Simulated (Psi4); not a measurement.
# GeSiH₃F₃: single-point calculation

- system: GeSiH₃F₃, SMILES [F][Ge]([F])([F])[SiH3]
- method: B3LYP/def2-TZVPP, RKS, dispersion D4 (Psi4 1.11)

The geometry was optimised with PBE0/def2-TZVP.

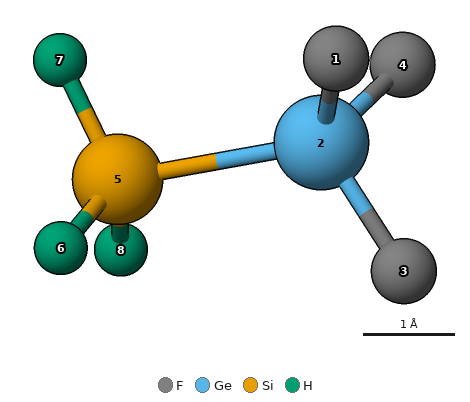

*The input geometry (ball-and-stick view, seen at a tilt; atoms are numbered from 1 in the order of the input). Sticks mark near contacts.*

Bond lengths as drawn: F–Ge 1.72 Å, Ge–Si 2.38 Å and H–Si 1.48 Å.

## The input (calc.inp)
```
memory 3300 MB

molecule molecule1 {
  0 1
  F      1.393702    -1.029932     1.623578
  Ge     0.476451    -0.976737     0.170738
  F     -0.661869    -2.255861     0.327172
  F      1.564306    -1.500569    -1.053474
  Si    -0.501894     1.146922    -0.271975
  H     -1.421207     1.446091     0.848869
  H      0.607680     2.123658    -0.349819
  H     -1.223155     1.030250    -1.559276
  symmetry c1
}

set globals {
  basis                def2-TZVPP
  scf_type             df
  dft_radial_points    99
  dft_spherical_points 590
}

E, wfn = energy('b3lyp-d4', return_wfn=True)
print_variables()
```

Launch command:
```bash
psi4 calc.inp calc.out -n 2
```

## Output
```
Psi4 1.11 release

   => Loading Basis Set <=

    Name: DEF2-TZVPP
    Role: ORBITAL
    Keyword: BASIS

   => B3LYP-D4(BJ,EEQ)ATM: Empirical Dispersion <=

        a1 =       0.408680
        a2 =       4.538071
       alp =      16.000000
        s6 =       1.000000
        s8 =       2.029294
        s9 =       1.000000
        ga =       3.000000
        gc =       2.000000
        wf =       6.000000

         ---------------------------------------------------------
                                   SCF
                              RKS Reference
                        2 Threads,   3147 MiB Core
         ---------------------------------------------------------

  ==> Geometry <==

    Molecular point group: c1
    Full point group: C1

    Geometry (in Angstrom), charge = 0, multiplicity = 1:

       Center              X                  Y                   Z               Mass
    ------------   -----------------  -----------------  -----------------  -----------------
         F            1.006165146840    -0.249213468215     1.493940928434    18.998403162730
         GE           0.088914146840    -0.196018468215     0.041100928434    73.921177761000
         F           -1.049405853160    -1.475142468215     0.197534928434    18.998403162730
         F            1.176769146840    -0.719850468215    -1.183111071566    18.998403162730
         SI          -0.889430853160     1.927640531785    -0.401612071566    27.976926534650
         H           -1.808743853160     2.226809531785     0.719231928434     1.007825032230
         H            0.220143146840     2.904376531785    -0.479456071566     1.007825032230
         H           -1.610691853160     1.810968531785    -1.688913071566     1.007825032230

  Running in c1 symmetry.

  Rotational constants: A =      0.11467  B =      0.06120  C =      0.06114 [cm^-1]
  Rotational constants: A =   3437.58456  B =   1834.59801  C =   1832.86084 [MHz]
  Nuclear repulsion =  513.070603104408747

  Charge       = 0
  Multiplicity = 1
  Electrons    = 76
  Nalpha       = 38
  Nbeta        = 38

  ==> Algorithm <==

  SCF Algorithm Type is DF.
  DIIS enabled.
  MOM disabled.
  Fractional occupation disabled.
  Guess Type is SAD.
  Energy threshold   = 1.00e-06
  Density threshold  = 1.00e-06
  Integral threshold = 1.00e-12

  ==> Primary Basis <==

  Basis Set: DEF2-TZVPP
    Blend: DEF2-TZVPP
    Number of shells: 81
    Number of basis functions: 225
    Number of Cartesian functions: 256
    Spherical Harmonics?: true
    Max angular momentum: 3

  ==> DFT Potential <==

   => LibXC <=

    Version 7.1.2

   => Composite Functional: B3LYP-D4BJEEQATM <=

    B3LYP-d4bjeeqatm Hyb-GGA Exchange-Correlation Functional

    Deriv               =              1
    GGA                 =           TRUE
    Meta                =          FALSE

    Exchange Hybrid     =           TRUE
    MP2 Hybrid          =          FALSE

   => Exchange Functionals <=

    0.0800   Slater exchange
    0.7200         Becke 88

   => Exact (HF) Exchange <=

    0.2000               HF

   => Correlation Functionals <=

    0.1900   Vosko, Wilk & Nusair (VWN5_RPA)
    0.8100   Lee, Yang & Parr

   => LibXC Density Thresholds  <==

    XC_HYB_GGA_XC_B3LYP:  1.00E-15

   => Molecular Quadrature <=

    Radial Scheme          =       TREUTLER
    Pruning Scheme         =           NONE
    Nuclear Scheme         =       TREUTLER

    Blocking Scheme        =         OCTREE
    BS radius alpha        =              1
    Pruning alpha          =              1
    Radial Points          =             99
    Spherical Points       =            590
    Total Points           =         444792
    Total Blocks           =           3186
    Max Points             =            256
    Max Functions          =            204
    Weights Tolerance      =       1.00E-15

   => Loading Basis Set <=

    Name: (DEF2-TZVPP AUX)
    Role: JKFIT
    Keyword: DF_BASIS_SCF

  ==> Integral Setup <==

  DFHelper Memory: AOs need 0.243 GiB; user supplied 0.630 GiB.
  SCF_SUBTYPE=INCORE selected. In-core MEM_DF algorithm will be used.
  Using in-core AOs.

  ==> MemDFJK: Density-Fitted J/K Matrices <==

    J tasked:                   Yes
    K tasked:                   Yes
    wK tasked:                   No
    Memory [MiB]:               644
    Algorithm:                 Core
    Schwarz Cutoff:           1E-12
    Mask sparsity (%):      11.5674
    Fitting Condition:        1E-10

   => Auxiliary Basis Set <=

  Basis Set: (DEF2-TZVPP AUX)
    Blend: DEF2-UNIVERSAL-JKFIT
    Number of shells: 191
    Number of basis functions: 679
    Number of Cartesian functions: 865
    Spherical Harmonics?: true
    Max angular momentum: 5

  Cached 100.0% of DFT collocation blocks in 1.675 [GiB].

  Minimum eigenvalue in the overlap matrix is 1.7591401441E-03.
  Reciprocal condition number of the overlap matrix is 3.4221458790E-04.
    Using symmetric orthogonalization.

  ==> Pre-Iterations <==

  SCF Guess: Superposition of Atomic Densities via on-the-fly atomic UHF (no occupation information).

   -------------------------
    Irrep   Nso     Nmo
   -------------------------
     A        225     225
   -------------------------
    Total     225     225
   -------------------------

  ==> Iterations <==

                           Total Energy        Delta E     RMS |[F,P]|

   @DF-RKS iter SAD: -2664.50045837224252   -2.66450e+03   0.00000e+00
   @DF-RKS iter   1: -2666.82659548705624   -2.32614e+00   1.32820e-02 ADIIS/DIIS
   @DF-RKS iter   2: -2664.72566319140014    2.10093e+00   2.33725e-02 ADIIS/DIIS
   @DF-RKS iter   3: -2668.16819064836045   -3.44253e+00   1.11299e-03 ADIIS/DIIS
   @DF-RKS iter   4: -2668.16783319433580    3.57454e-04   9.35586e-04 ADIIS/DIIS
   @DF-RKS iter   5: -2668.17951995514250   -1.16868e-02   1.18363e-04 ADIIS/DIIS
   @DF-RKS iter   6: -2668.17974725762087   -2.27302e-04   2.27890e-05 DIIS
   @DF-RKS iter   7: -2668.17975756638862   -1.03088e-05   2.07071e-06 DIIS
   @DF-RKS iter   8: -2668.17975766619156   -9.98029e-08   5.28678e-07 DIIS
  Energy and wave function converged.

  ==> Post-Iterations <==

   Electrons on quadrature grid:
      Ntotal   =   75.9999995067 ; deviation = -4.933e-07

    Orbital Energies [Eh]
    ---------------------

    Doubly Occupied:

       1A   -398.815037     2A    -66.159383     3A    -49.850643
       4A    -44.372068     5A    -44.372061     6A    -44.371346
       7A    -24.674691     8A    -24.674580     9A    -24.674553
      10A     -6.292858    11A     -5.323285    12A     -4.465553
      13A     -4.465534    14A     -4.462642    15A     -3.682282
      16A     -3.680124    17A     -3.680123    18A     -1.306420
      19A     -1.306360    20A     -1.289225    21A     -1.286577
      22A     -1.286546    23A     -1.188332    24A     -1.150867
      25A     -1.150765    26A     -0.614662    27A     -0.562388
      28A     -0.485109    29A     -0.485017    30A     -0.460003
      31A     -0.432567    32A     -0.432475    33A     -0.418495
      34A     -0.418417    35A     -0.409968    36A     -0.398853
      37A     -0.398820    38A     -0.349248

    Virtual:

      39A     -0.038389    40A     -0.032430    41A     -0.032267
      42A      0.002650    43A      0.045877    44A      0.046180
      45A      0.057064    46A      0.125316    47A      0.125342
      48A      0.159993    49A      0.188026    50A      0.213457
      51A      0.213780    52A      0.257397    53A      0.257539
      54A      0.265830    55A      0.273310    56A      0.273412
      57A      0.305649    58A      0.333873    59A      0.334849
      60A      0.373074    61A      0.442090    62A      0.442616
      63A      0.477397    64A      0.522786    65A      0.522885
      66A      0.534120    67A      0.546717    68A      0.601007
      69A      0.601117    70A      0.607853    71A      0.644836
      72A      0.659388    73A      0.659425    74A      0.686799
      75A      0.716327    76A      0.716753    77A      0.786733
      78A      0.787511    79A      0.812511    80A      0.813519
      81A      0.814334    82A      0.916254    83A      0.920528
      84A      0.920792    85A      0.957369    86A      0.957506
      87A      0.983993    88A      0.984201    89A      0.990493
      90A      1.038769    91A      1.038940    92A      1.048346
      93A      1.068686    94A      1.069633    95A      1.070420
      96A      1.162263    97A      1.163377    98A      1.187773
      99A      1.231184   100A      1.231944   101A      1.244755
     102A      1.334510   103A      1.335880   104A      1.351161
     105A      1.353948   106A      1.380775   107A      1.381238
     108A      1.410446   109A      1.507496   110A      1.508573
     111A      1.551340   112A      1.595622   113A      1.595835
     114A      1.659915   115A      1.941390   116A      1.999403
     117A      1.999615   118A      2.057576   119A      2.057724
     120A      2.131053   121A      2.295366   122A      2.296291
     123A      2.304395   124A      2.428693   125A      2.430446
     126A      2.431375   127A      2.456980   128A      2.532594
     129A      2.554495   130A      2.555466   131A      2.666946
     132A      2.667722   133A      2.740537   134A      2.741003
     135A      2.751514   136A      2.812622   137A      2.813568
     138A      3.100861   139A      3.174269   140A      3.174365
     141A      3.251626   142A      3.279842   143A      3.293506
     144A      3.294262   145A      3.314573   146A      3.314735
     147A      3.332835   148A      3.373830   149A      3.374657
     150A      3.404440   151A      3.404546   152A      3.410539
     153A      3.497559   154A      3.514313   155A      3.514773
     156A      3.568348   157A      3.569717   158A      3.617512
     159A      3.663954   160A      3.727347   161A      3.727454
     162A      3.907539   163A      3.912393   164A      3.912451
     165A      3.944535   166A      3.954311   167A      4.052914
     168A      4.053043   169A      4.079648   170A      4.080027
     171A      4.178631   172A      4.385862   173A      4.490098
     174A      4.490166   175A      4.581432   176A      4.581590
     177A      4.918955   178A      4.949629   179A      4.952339
     180A      5.189860   181A      5.190031   182A      5.740702
     183A      6.374116   184A      6.708813   185A      6.708873
     186A      6.834107   187A      6.846629   188A      6.846731
     189A      6.860622   190A      6.860676   191A      6.863236
     192A      6.863456   193A      6.863506   194A      6.864945
     195A      6.866918   196A      6.866949   197A      6.888248
     198A      6.908683   199A      6.914091   200A      6.914248
     201A      6.923880   202A      6.942434   203A      6.942647
     204A      6.960565   205A      6.970926   206A      6.971102
     207A      8.241871   208A      8.262467   209A      8.262647
     210A      8.302020   211A      8.302388   212A      8.338806
     213A      8.504512   214A      8.514432   215A      8.515369
     216A      8.539401   217A      8.614532   218A      8.616248
     219A      8.825359   220A      8.903608   221A      8.904147
     222A     11.953419   223A     56.802578   224A     56.980771
     225A     56.982552

    Final Occupation by Irrep:
              A
    DOCC [    38 ]
    NA   [    38 ]
    NB   [    38 ]

  @DF-RKS Final Energy: -2668.17975766619156

   => Energetics <=

    Nuclear Repulsion Energy =            513.0706031044087467
    One-Electron Energy =               -4739.1534862291464378
    Two-Electron Energy =                1664.7990588542422756
    DFT Exchange-Correlation Energy =    -106.8860458541736733
    Empirical Dispersion Energy =          -0.0098875415217555
    VV10 Nonlocal Energy =                  0.0000000000000000
    Total Energy =                      -2668.1797576661911080

Computation Completed

Properties will be evaluated at   0.000000,   0.000000,   0.000000 [a0]

Properties computed using the SCF density matrix

 Multipole Moments:

 ------------------------------------------------------------------------------------
     Multipole            Electronic (a.u.)      Nuclear  (a.u.)        Total (a.u.)
 ------------------------------------------------------------------------------------

 L = 1.  Multiply by 2.5417464519 to convert [e a0] to [Debye]
 Dipole X            :          4.2462015           -4.9214437           -0.6752421
 Dipole Y            :         -9.2428746           10.6933430            1.4504684
 Dipole Z            :          1.9310408           -2.2321321           -0.3010913
 Magnitude           :                                                    1.6280253

 ------------------------------------------------------------------------------------

	total time  =         27 seconds =       0.45 minutes

  Variable Map:
  ----------------------------------------------------------------------------
  "B3LYP-D4(BJ,EEQ)ATM DISPERSION CORRECTION ENERGY" =>      -0.009887541522
  "CURRENT ENERGY"                                   =>   -2668.179757666192
  "CURRENT REFERENCE ENERGY"                         =>   -2668.179757666192
  "DD SOLVATION ENERGY"                              =>       0.000000000000
  "DFT FUNCTIONAL TOTAL ENERGY"                      =>   -2668.169870124669
  "DFT TOTAL ENERGY"                                 =>   -2668.179757666191
  "DFT VV10 ENERGY"                                  =>       0.000000000000
  "DFT XC ENERGY"                                    =>    -106.886045854174
  "DISPERSION CORRECTION ENERGY"                     =>      -0.009887541522
  "GRID ELECTRONS ALPHA"                             =>      37.999999753343
  "GRID ELECTRONS BETA"                              =>      37.999999753343
  "GRID ELECTRONS TOTAL"                             =>      75.999999506686
  "NUCLEAR REPULSION ENERGY"                         =>     513.070603104409
  "ONE-ELECTRON ENERGY"                              =>   -4739.153486229146
  "PCM POLARIZATION ENERGY"                          =>       0.000000000000
  "PE ENERGY"                                        =>       0.000000000000
  "SCF ITERATION ENERGY"                             =>   -2668.179757666192
  "SCF ITERATIONS"                                   =>       8.000000000000
  "SCF TOTAL ENERGY"                                 =>   -2668.179757666192
  "TWO-ELECTRON ENERGY"                              =>    1664.799058854242
  "XC GRID RADIAL POINTS"                            =>      99.000000000000
  "XC GRID SPHERICAL POINTS"                         =>     590.000000000000
  "XC GRID TOTAL POINTS"                             =>  444792.000000000000

  Array Variable Map:
  ----------------------------------------------------------------------------
  "CURRENT DIPOLE"                                   =>      -0.675242139646 ... -0.301091286524 1 by 3
  "SCF DIPOLE"                                       =>      -0.675242139646 ... -0.301091286524 1 by 3
  "SCF TOTAL ENERGIES"                               =>   -2664.500458372243 ... -2668.179757666192 1 by 9

    Psi4 run time: 0:00:27.59
```

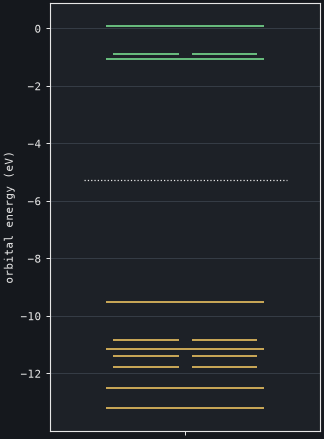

*Orbital energies near the frontier; the dotted line parts filled from empty levels, and levels within 0.02 eV of each other stand side by side.*

Highest filled −9.50 eV, lowest empty −1.04 eV, 8.46 eV apart.

## Results in brief

| quantity | value |
| --- | --- |
| outcome | converged |
| total energy | −2668.179758 hartree |
| dispersion energy | −0.009888 hartree |
| basis functions | 225 |
| HOMO | −9.50 eV |
| LUMO | −1.04 eV |
| dipole moment | 4.14 D |
| hardware | 2 threads of Intel Xeon @ 2.50GHz (Skylake/Cascade Lake), 189 GiB of memory available, shared host |
| wall time | 31 s (CPU time 85 s) |
| peak memory | 2.3 GiB |
